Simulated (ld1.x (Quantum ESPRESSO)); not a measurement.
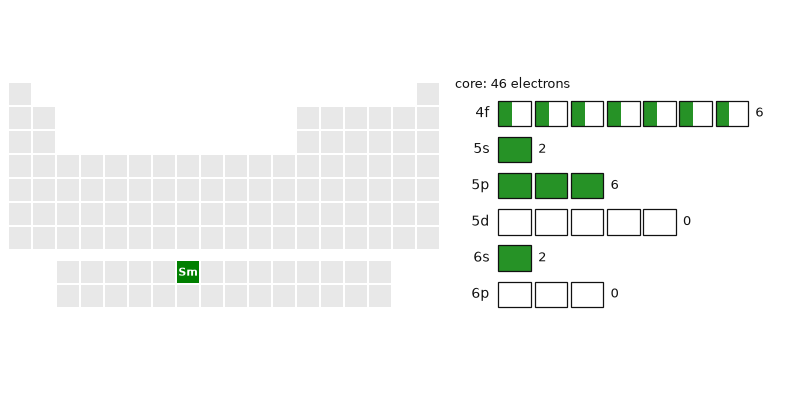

Left, the place of samarium in the periodic table; right, the valence shells of the reference configuration: a box for each of the 2l + 1 orbitals, shaded by the share of the shell that is filled, with the electron count at the right. The shells are those of the unaltered input.

## Run report: Sm, pseudopotential generation

System: samarium (Sm, Z = 62), core [Kr] 4d10, reference valence 4f6 5s2 5p6 5d0 6s2 6p0, valence charge 16. (This line and the method describe the unaltered input from which the odd one was made.)
Method: TM potential, PBEsol, fully relativistic, made with ld1.x (Quantum ESPRESSO) 7.5.

Input:
```
 &input
   title='Sm', zed=62., rel=2, dft='PBESOL', iswitch=3,
   config='[Xe] 4f6 5d0 6s2 6p0', rel_dist='average',
   nld=7, rlderiv=3.15, eminld=-5.0, emaxld=5.0, deld=0.02
 /
 &inputp
   pseudotype=2, tm=.true., lloc=0,
   nlcc=.true., new_core_ps=.true., rcore=0.95,
   file_pseudopw='Sm.UPF', file_wfcaegen='ae.wfc', file_wfcncgen='nc.wfc', file_beta='beta', file_chi='chi'
 /
4
5P  2  1   6.00   0.00  5.50  5.50  0.0
5D  3  2   0.00   0.00  2.90  2.90  0.0
4F  4  3   6.00   0.00  1.00  1.00  0.0
5S  1  0   2.00   0.00  1.30  1.30  0.0
 &test
   configts(1)='4f6 5s2 5p6 5d0 6s2 6p0'
 /
```

Launched with:
```bash
ld1.x < Sm.in > Sm.out
```

Output:
```
     Program LD1 v.7.5
 classical turning point too close to mesh           4           3           3
 classical turning point too close to mesh           4           3          -4
 classical turning point too close to mesh           5           2          -3
     --------------------------- All-electron run ----------------------------

     Sm
     dirac relativistic calculation

     atomic number is 62.00
     dft =PBESOL   lsd =0 sic =0 latt =0  beta=0.20 tr2=1.0E-14
     Exchange-correlation= PBESOL
                           (   1   4  10   8   0   0   0)
     mesh =1259 r(mesh) =  99.27220 a.u. xmin = -7.00 dx = 0.01250
     1 Ry =  13.60569312 eV, c = 137.03599908

     n l j   nl                  e(Ry)          e(Ha)          e(eV)
     Spin orbit split results
     1 0 0.5 1S 1( 2.00)     -3426.0611     -1713.0305    -46613.9354
     2 0 0.5 2S 1( 2.00)      -559.6060      -279.8030     -7613.8275
     2 1 0.5 2P 1( 2.00)      -530.4558      -265.2279     -7217.2187
     2 1 1.5 2P 1( 4.00)      -486.1746      -243.0873     -6614.7430
     3 0 0.5 3S 1( 2.00)      -122.5902       -61.2951     -1667.9240
     3 1 0.5 3P 1( 2.00)      -110.0474       -55.0237     -1497.2708
     3 1 1.5 3P 1( 4.00)      -101.0826       -50.5413     -1375.2982
     4 0 0.5 4S 1( 2.00)       -24.3422       -12.1711      -331.1921
     4 1 0.5 4P 1( 2.00)       -19.5354        -9.7677      -265.7921
     4 1 1.5 4P 1( 4.00)       -17.5630        -8.7815      -238.9569
     3 2 1.5 3D 1( 4.00)       -79.3227       -39.6613     -1079.2397
     3 2 2.5 3D 1( 6.00)       -77.3749       -38.6875     -1052.7397
     5 0 0.5 5S 1( 2.00)        -3.1776        -1.5888       -43.2331
     5 1 0.5 5P 1( 2.00)        -1.8912        -0.9456       -25.7307
     5 1 1.5 5P 1( 4.00)        -1.6307        -0.8153       -22.1864
     4 2 1.5 4D 1( 4.00)        -9.6539        -4.8270      -131.3485
     4 2 2.5 4D 1( 6.00)        -9.3017        -4.6508      -126.5556
     4 3 2.5 4F 1( 2.57)        -0.2066        -0.1033        -2.8112
     4 3 3.5 4F 1( 3.43)        -0.1669        -0.0834        -2.2705
     5 2 1.5 5D 1( 0.00)        -0.1330        -0.0665        -1.8099
     5 2 2.5 5D 1( 0.00)        -0.1198        -0.0599        -1.6304
     6 0 0.5 6S 1( 2.00)        -0.2647        -0.1323        -3.6010
     6 1 0.5 6P 1( 0.00)        -0.0976        -0.0488        -1.3281
     6 1 1.5 6P 1( 0.00)        -0.0836        -0.0418        -1.1370
     Averaged results
     1 0     1S 1( 2.00)     -3426.0611     -1713.0305    -46613.9354
     2 0     2S 1( 2.00)      -559.6060      -279.8030     -7613.8275
     2 1     2P 1( 6.00)      -500.9350      -250.4675     -6815.5682
     3 0     3S 1( 2.00)      -122.5902       -61.2951     -1667.9240
     3 1     3P 1( 6.00)      -104.0708       -52.0354     -1415.9557
     4 0     4S 1( 2.00)       -24.3422       -12.1711      -331.1921
     4 1     4P 1( 6.00)       -18.2205        -9.1102      -247.9020
     3 2     3D 1(10.00)       -78.1540       -39.0770     -1063.3397
     5 0     5S 1( 2.00)        -3.1776        -1.5888       -43.2331
     5 1     5P 1( 6.00)        -1.7175        -0.8588       -23.3678
     4 2     4D 1(10.00)        -9.4426        -4.7213      -128.4727
     4 3     4F 1( 6.00)        -0.1839        -0.0920        -2.5022
     5 2     5D 1( 0.00)        -0.1251        -0.0626        -1.7022
     6 0     6S 1( 2.00)        -0.2647        -0.1323        -3.6010
     6 1     6P 1( 0.00)        -0.0883        -0.0441        -1.2007

     final scf error:  3.5E-15 reached in  36 iterations

     Etot =  -20861.649509 Ry,  -10430.824755 Ha, -283837.201264 eV

     Ekin =   22621.215991 Ry,   11310.607996 Ha,  307777.322846 eV
     Encl =  -51127.422967 Ry,  -25563.711483 Ha, -695624.027052 eV
     Eh   =    8109.850470 Ry,    4054.925235 Ha,  110340.136765 eV
     Exc  =    -465.293004 Ry,    -232.646502 Ha,   -6330.633823 eV

     normalization and overlap integrals

     s(1S/1S) =  1.000000  <r> =   0.0227  <r2> =    0.0007  r(max) =   0.0144
     s(2S/2S) =  1.000000  <r> =   0.0965  <r2> =    0.0111  r(max) =   0.0819
     s(2P/2P) =  1.000000  <r> =   0.0807  <r2> =    0.0081  r(max) =   0.0630
     s(2P/2P) =  1.000000  <r> =   0.0874  <r2> =    0.0093  r(max) =   0.0679
     s(3S/3S) =  1.000000  <r> =   0.2547  <r2> =    0.0742  r(max) =   0.2341
     s(3P/3P) =  1.000000  <r> =   0.2443  <r2> =    0.0694  r(max) =   0.2199
     s(3P/3P) =  1.000000  <r> =   0.2570  <r2> =    0.0766  r(max) =   0.2341
     s(4S/4S) =  1.000000  <r> =   0.5792  <r2> =    0.3789  r(max) =   0.5408
     s(4P/4P) =  1.000000  <r> =   0.5933  <r2> =    0.4008  r(max) =   0.5476
     s(4P/4P) =  1.000000  <r> =   0.6224  <r2> =    0.4408  r(max) =   0.5686
     s(3D/3D) =  1.000000  <r> =   0.2287  <r2> =    0.0616  r(max) =   0.1869
     s(3D/3D) =  1.000000  <r> =   0.2326  <r2> =    0.0636  r(max) =   0.1893
     s(5S/5S) =  1.000000  <r> =   1.4102  <r2> =    2.2394  r(max) =   1.2654
     s(5P/5P) =  1.000000  <r> =   1.5946  <r2> =    2.8936  r(max) =   1.3811
     s(5P/5P) =  1.000000  <r> =   1.6928  <r2> =    3.2651  r(max) =   1.4519
     s(4D/4D) =  1.000000  <r> =   0.6649  <r2> =    0.5135  r(max) =   0.5830
     s(4D/4D) =  1.000000  <r> =   0.6753  <r2> =    0.5296  r(max) =   0.5903
     s(4F/4F) =  1.000000  <r> =   1.0073  <r2> =    1.4285  r(max) =   0.6129
     s(4F/4F) =  1.000000  <r> =   1.0301  <r2> =    1.5142  r(max) =   0.6129
     s(5D/5D) =  1.000000  <r> =   3.2520  <r2> =   13.2944  r(max) =   2.1391
     s(5D/5D) =  1.000000  <r> =   3.3809  <r2> =   14.3994  r(max) =   2.1932
     s(6S/6S) =  1.000000  <r> =   4.3010  <r2> =   21.0073  r(max) =   3.6615
     s(6P/6P) =  1.000000  <r> =   5.7567  <r2> =   38.1605  r(max) =   4.7606
     s(6P/6P) =  1.000000  <r> =   6.1033  <r2> =   42.9170  r(max) =   5.0046

     ------------------------ End of All-electron run ------------------------

     --------------------- Generating NC pseudopotential ---------------------

      Generating local pot.: lloc=0, matching radius rcloc =   1.3000

      Computing core charge for nlcc:

       r > 0.96 : true rho core
      Core charge pseudized with two Bessel functions
      Integrated core pseudo-charge :  24.76

     Fully relativistic calculation: |psi|^2

     Wfc 5P LC norm =  0.99981193 SC norm =  0.00018807 missing  0.00000000

     Wfc 5P LC norm =  0.99983229 SC norm =  0.00016771 missing  0.00000000

     Wfc 5D LC norm =  0.99995020 SC norm =  0.00004979 missing  0.00000001

     Wfc 5D LC norm =  0.99995386 SC norm =  0.00004583 missing  0.00000031

     Wfc 4F LC norm =  0.99956292 SC norm =  0.00043708 missing  0.00000000

     Wfc 4F LC norm =  0.99957299 SC norm =  0.00042700 missing  0.00000000

      Wfc   5P  rcut= 5.462  Using Troullier-Martins method

      Wfc   5P  rcut= 5.462  Using Troullier-Martins method

      Wfc   5D  rcut= 2.924  Using Troullier-Martins method

      Wfc   5D  rcut= 2.924  Using Troullier-Martins method

      Wfc   4F  rcut= 0.998  Using Troullier-Martins method

      Wfc   4F  rcut= 0.998  Using Troullier-Martins method

     ------------------- End of pseudopotential generation -------------------

 classical turning point too close to mesh           4           3           3
 classical turning point too close to mesh           4           3          -4
 classical turning point too close to mesh           5           2          -3
     --------------------------- All-electron run ----------------------------

     Sm
     dirac relativistic calculation

     atomic number is 62.00
     dft =PBESOL   lsd =0 sic =0 latt =0  beta=0.20 tr2=1.0E-14
     Exchange-correlation= PBESOL
                           (   1   4  10   8   0   0   0)
     mesh =1259 r(mesh) =  99.27220 a.u. xmin = -7.00 dx = 0.01250
     1 Ry =  13.60569312 eV, c = 137.03599908

     n l j   nl                  e(Ry)          e(Ha)          e(eV)
     Spin orbit split results
     1 0 0.5 1S 1( 2.00)     -3426.0611     -1713.0305    -46613.9354
     2 0 0.5 2S 1( 2.00)      -559.6060      -279.8030     -7613.8275
     2 1 0.5 2P 1( 2.00)      -530.4558      -265.2279     -7217.2187
     2 1 1.5 2P 1( 4.00)      -486.1746      -243.0873     -6614.7430
     3 0 0.5 3S 1( 2.00)      -122.5902       -61.2951     -1667.9240
     3 1 0.5 3P 1( 2.00)      -110.0474       -55.0237     -1497.2708
     3 1 1.5 3P 1( 4.00)      -101.0826       -50.5413     -1375.2982
     4 0 0.5 4S 1( 2.00)       -24.3422       -12.1711      -331.1921
     4 1 0.5 4P 1( 2.00)       -19.5354        -9.7677      -265.7921
     4 1 1.5 4P 1( 4.00)       -17.5630        -8.7815      -238.9569
     3 2 1.5 3D 1( 4.00)       -79.3227       -39.6613     -1079.2397
     3 2 2.5 3D 1( 6.00)       -77.3749       -38.6875     -1052.7397
     5 0 0.5 5S 1( 2.00)        -3.1776        -1.5888       -43.2331
     5 1 0.5 5P 1( 2.00)        -1.8912        -0.9456       -25.7307
     5 1 1.5 5P 1( 4.00)        -1.6307        -0.8153       -22.1864
     4 2 1.5 4D 1( 4.00)        -9.6539        -4.8270      -131.3485
     4 2 2.5 4D 1( 6.00)        -9.3017        -4.6508      -126.5556
     4 3 2.5 4F 1( 2.57)        -0.2066        -0.1033        -2.8112
     4 3 3.5 4F 1( 3.43)        -0.1669        -0.0834        -2.2705
     5 2 1.5 5D 1( 0.00)        -0.1330        -0.0665        -1.8099
     5 2 2.5 5D 1( 0.00)        -0.1198        -0.0599        -1.6304
     6 0 0.5 6S 1( 2.00)        -0.2647        -0.1323        -3.6010
     6 1 0.5 6P 1( 0.00)        -0.0976        -0.0488        -1.3281
     6 1 1.5 6P 1( 0.00)        -0.0836        -0.0418        -1.1370
     Averaged results
     1 0     1S 1( 2.00)     -3426.0611     -1713.0305    -46613.9354
     2 0     2S 1( 2.00)      -559.6060      -279.8030     -7613.8275
     2 1     2P 1( 6.00)      -500.9350      -250.4675     -6815.5682
     3 0     3S 1( 2.00)      -122.5902       -61.2951     -1667.9240
     3 1     3P 1( 6.00)      -104.0708       -52.0354     -1415.9557
     4 0     4S 1( 2.00)       -24.3422       -12.1711      -331.1921
     4 1     4P 1( 6.00)       -18.2205        -9.1102      -247.9020
     3 2     3D 1(10.00)       -78.1540       -39.0770     -1063.3397
     5 0     5S 1( 2.00)        -3.1776        -1.5888       -43.2331
     5 1     5P 1( 6.00)        -1.7175        -0.8588       -23.3678
     4 2     4D 1(10.00)        -9.4426        -4.7213      -128.4727
     4 3     4F 1( 6.00)        -0.1839        -0.0920        -2.5022
     5 2     5D 1( 0.00)        -0.1251        -0.0626        -1.7022
     6 0     6S 1( 2.00)        -0.2647        -0.1323        -3.6010
     6 1     6P 1( 0.00)        -0.0883        -0.0441        -1.2007

     final scf error:  3.5E-15 reached in  36 iterations

     Etot =  -20861.649509 Ry,  -10430.824755 Ha, -283837.201264 eV

     Ekin =   22621.215991 Ry,   11310.607996 Ha,  307777.322846 eV
     Encl =  -51127.422967 Ry,  -25563.711483 Ha, -695624.027052 eV
     Eh   =    8109.850470 Ry,    4054.925235 Ha,  110340.136765 eV
     Exc  =    -465.293004 Ry,    -232.646502 Ha,   -6330.633823 eV

     normalization and overlap integrals

     s(1S/1S) =  1.000000  <r> =   0.0227  <r2> =    0.0007  r(max) =   0.0144
     s(2S/2S) =  1.000000  <r> =   0.0965  <r2> =    0.0111  r(max) =   0.0819
     s(2P/2P) =  1.000000  <r> =   0.0807  <r2> =    0.0081  r(max) =   0.0630
     s(2P/2P) =  1.000000  <r> =   0.0874  <r2> =    0.0093  r(max) =   0.0679
     s(3S/3S) =  1.000000  <r> =   0.2547  <r2> =    0.0742  r(max) =   0.2341
     s(3P/3P) =  1.000000  <r> =   0.2443  <r2> =    0.0694  r(max) =   0.2199
     s(3P/3P) =  1.000000  <r> =   0.2570  <r2> =    0.0766  r(max) =   0.2341
     s(4S/4S) =  1.000000  <r> =   0.5792  <r2> =    0.3789  r(max) =   0.5408
     s(4P/4P) =  1.000000  <r> =   0.5933  <r2> =    0.4008  r(max) =   0.5476
     s(4P/4P) =  1.000000  <r> =   0.6224  <r2> =    0.4408  r(max) =   0.5686
     s(3D/3D) =  1.000000  <r> =   0.2287  <r2> =    0.0616  r(max) =   0.1869
     s(3D/3D) =  1.000000  <r> =   0.2326  <r2> =    0.0636  r(max) =   0.1893
     s(5S/5S) =  1.000000  <r> =   1.4102  <r2> =    2.2394  r(max) =   1.2654
     s(5P/5P) =  1.000000  <r> =   1.5946  <r2> =    2.8936  r(max) =   1.3811
     s(5P/5P) =  1.000000  <r> =   1.6928  <r2> =    3.2651  r(max) =   1.4519
     s(4D/4D) =  1.000000  <r> =   0.6649  <r2> =    0.5135  r(max) =   0.5830
     s(4D/4D) =  1.000000  <r> =   0.6753  <r2> =    0.5296  r(max) =   0.5903
     s(4F/4F) =  1.000000  <r> =   1.0073  <r2> =    1.4285  r(max) =   0.6129
     s(4F/4F) =  1.000000  <r> =   1.0301  <r2> =    1.5142  r(max) =   0.6129
     s(5D/5D) =  1.000000  <r> =   3.2520  <r2> =   13.2944  r(max) =   2.1391
     s(5D/5D) =  1.000000  <r> =   3.3809  <r2> =   14.3994  r(max) =   2.1932
     s(6S/6S) =  1.000000  <r> =   4.3010  <r2> =   21.0073  r(max) =   3.6615
     s(6P/6P) =  1.000000  <r> =   5.7567  <r2> =   38.1605  r(max) =   4.7606
     s(6P/6P) =  1.000000  <r> =   6.1033  <r2> =   42.9170  r(max) =   5.0046

     ------------------------ End of All-electron run ------------------------

     Computing logarithmic derivative in   3.13189

       Warning: n=2, l=1 expected 0 nodes, found 1
       Setting wfc to zero for this iteration
       (This warning will only be printed once per wavefunction)

     Computing logarithmic derivative in   3.13189
     Computing the partial wave expansion
       no projector for channel:   0
     R is outside the sphere for l=    2 j= 1.50
     R is outside the sphere for l=    2 j= 2.50
     R is outside the sphere for l=    3 j= 2.50
     R is outside the sphere for l=    3 j= 3.50

     ---------------------- Testing the pseudopotential ----------------------

     Sm
     dirac relativistic calculation

     atomic number is 62.00   valence charge is 16.00
     dft =PBESOL   lsd =0 sic =0 latt =0  beta=0.20 tr2=1.0E-14
     mesh =1259 r(mesh) =  99.27220 xmin = -7.00 dx = 0.01250

     n l  j  nl             e AE (Ry)       e PS (Ry)    De AE-PS (Ry)
     4 3 2.5 4F   1( 2.57)       -0.20662       -0.20631       -0.00031
     4 3 3.5 4F   1( 3.43)       -0.16688       -0.16690        0.00002
     1 0 0.5 5S   1( 2.00)       -3.17757       -3.17761        0.00004
     2 1 0.5 5P   1( 2.00)       -1.89117       -1.89117       -0.00000
     2 1 1.5 5P   1( 4.00)       -1.63067       -1.63067       -0.00000
     3 2 1.5 5D   1( 0.00)       -0.13302       -0.13302       -0.00000
     3 2 2.5 5D   1( 0.00)       -0.11984       -0.11984        0.00000
     2 0 0.5 6S   1( 2.00)       -0.26467       -0.26716        0.00249
     3 1 0.5 6P   1( 0.00)       -0.09761       -0.06337       -0.03425  !
     3 1 1.5 6P   1( 0.00)       -0.08357       -0.06394       -0.01963  !

     eps = 5.4E-15  iter = 15

     Etot =  -20861.649509 Ry,  -10430.824755 Ha, -283837.201264 eV
     Etotps =  -229.600068 Ry,    -114.800034 Ha,   -3123.868068 eV

     Ekin =     183.359426 Ry,      91.679713 Ha,    2494.732079 eV
     Encl =    -286.966593 Ry,    -143.483296 Ha,   -3904.379399 eV
     Ehrt =     141.205235 Ry,      70.602618 Ha,    1921.195099 eV
     Ecxc =    -100.386153 Ry,     -50.193076 Ha,   -1365.823185 eV
     (Ecc =     -73.202106 Ry,     -36.601053 Ha,    -995.965389 eV)
     Epseu=    -166.811984 Ry,     -83.405992 Ha,   -2269.592662 eV

     ---------------------- End of pseudopotential test ----------------------
```

Outcome:

```
 quantity                                        value
  outcome  generated; ld1.x warns of wrong node counts
 hardware                    1 CPU thread, shared host
wall time                                        1.1 s
```

What is odd here:

The input is odd on purpose: radius of 5P set to 5.50 bohr. The program ran to the end. The all-electron atom is untouched: its total energy equals that from the unaltered input (−20861.6495 Ry). The pseudo-atom's total energy moves by +5.8 Ry, so the potential, or the configuration in which it is tested, is another one. The pseudo-atom misses the all-electron 6s level by 0.002 Ry, much as with the unaltered input. No test for ghost states or cutoffs was run on this potential, so its soundness isn't shown. ld1.x warns that it found 1 node in place of 0 for 5p. It picks states by counting nodes, so it can end on another state than the one meant. The reference test prints no difference at all for 5p, which can mean that ld1.x kept the all-electron value without solving for the state.
